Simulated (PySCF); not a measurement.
C4H9AlO, SMILES C=C[CH2][AlH][O]C, singlet at its GFN2-xTB optimised geometry (Å):

```
15

Al     0.1227     0.9353     0.0000
C      2.1398     0.9353     0.0000
C      2.6184     0.3090    -1.2675
C      3.2417     0.9468    -2.2454
H      2.5130     0.3406     0.8467
H      2.5473     1.9466     0.0993
H      2.4202    -0.7536    -1.3652
H      3.4627     2.0003    -2.1840
H      3.5516     0.4471    -3.1476
H     -0.7016     2.2243     0.0000
O     -0.7730    -0.4450    -0.0531
C     -1.5605    -1.6012    -0.1051
H     -1.3658    -2.2243     0.7709
H     -2.6184    -1.3319    -0.1212
H     -1.3255    -2.1719    -1.0064
```

Calculation: PBE0/def2-TZVP (PySCF). Cells within 0.4 Å of a nucleus heavier than hydrogen are left out (blank, or x).

Map of the electrostatic potential (hartree/e), clipped to [-0.08, 0.12] on the plane z = 0.0 Å:

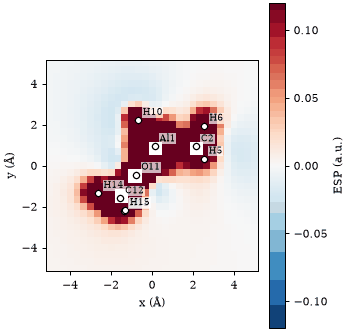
Electrostatic potential (hartree/e), clipped to [-0.08, 0.12] on the plane z = 0.0 Å.
